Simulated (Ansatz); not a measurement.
Ca2Si (space group Pnma): frozen-phonon scan

Ca2Si (space group Pnma)

```
Ca2Si
1.0
    7.27248     0.00000     0.00000
    0.00000     4.74909     0.00000
    0.00000     0.00000     8.81450
Ca Si
8 4
Direct
  0.33852   0.75000   0.07518
  0.66148   0.25000   0.92482
  0.16148   0.25000   0.57518
  0.83852   0.75000   0.42482
  0.01869   0.25000   0.18500
  0.98131   0.75000   0.81500
  0.48131   0.75000   0.68500
  0.51869   0.25000   0.31500
  0.75044   0.25000   0.60288
  0.24956   0.75000   0.39712
  0.74956   0.75000   0.10288
  0.25044   0.25000   0.89712
```

The atoms are displaced by Q × the pattern below (from a DFPT mode at Γ, largest move 1; Q in Å), at fixed cell.

```
atom      x       y      z
----  -----  ------  -----
Ca1   0.000  -0.796  0.000
Ca2   0.000  -0.796  0.000
Ca3   0.000   0.796  0.000
Ca4   0.000   0.796  0.000
Ca5   0.000   1.000  0.000
Ca6   0.000   1.000  0.000
Ca7   0.000  -1.000  0.000
Ca8   0.000  -1.000  0.000
Si9   0.000   0.578  0.000
Si10  0.000   0.578  0.000
Si11  0.000  -0.578  0.000
Si12  0.000  -0.578  0.000
```

These are LDA (plane waves to 420 eV, PAW, scalar-relativistic; Ansatz, an electronic-structure program) values and carry that method's errors. k mesh 4×6×3 (Γ-centred), Fermi-Dirac smearing 0.05 eV. E stands for the smeared free energy. Stress and pressure are positive under compression. Ca2Si was relaxed with its symmetry unable to fall. The zero of ΔE is the undisplaced structure.

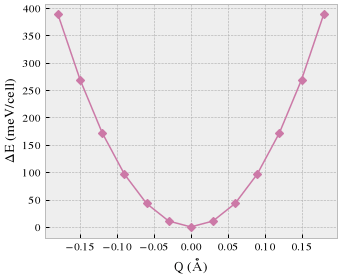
ΔE (meV/cell) against Q (Å); computed points joined by lines.

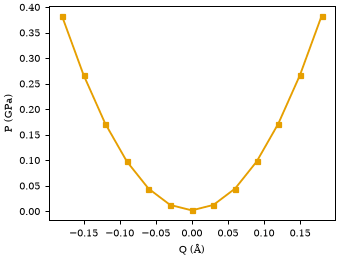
Figure: P (GPa) against Q (Å); markers are the computed points, lines only join them.

The energy at Q = 0.180 Å comes out as 389 meV/cell. Shape of the curve: a single well with its minimum at or next to zero displacement. Space group of the distorted cell: P2_12_12_1 (No. 19), lowered from Pnma. Symmetry of the curve: even: the same for both signs. Harmonic wavenumber from the curvature (finite differences): 147 cm⁻¹.

E″ = 23.78 eV/Å², M = Σ mᵢ|uᵢ|² = 299.5 u, ν̃ = 521.5·√(|E″|/M).

(For displaced atoms, the force is minus the slope of the energy, and its curvature is a force constant, which sets phonon frequencies.)
